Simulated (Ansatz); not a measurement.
The parent structure is GaP in the zinc blende structure (space group F-43m, No. 216; a = 5.4385 Å).

It is then changed as follows: In replaces 75.0 % of the Ga, ordered in a cell of 8 atoms (starting symmetry P-43m) and fully relaxed.

Calculations: PBEsol in Ansatz (plane waves to 420 eV, PAW, scalar-relativistic without spin-orbit coupling).

The zone is the changed cell's own and can be folded.

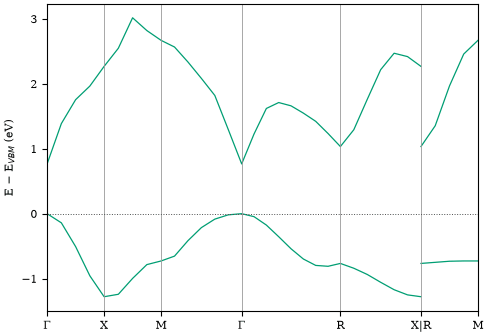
Fig. 1. Highest valence and lowest conduction band along the path of the changed cell's own zone

The gap is 0.77 eV, direct at Γ; the base has 1.45 eV.

These are small ordered cells, not random alloys; other orderings at the same x differ. No phonon test of stability was made. Labels are those of the standard path for the cell's own space group.

Ansatz is a program for electronic structure.
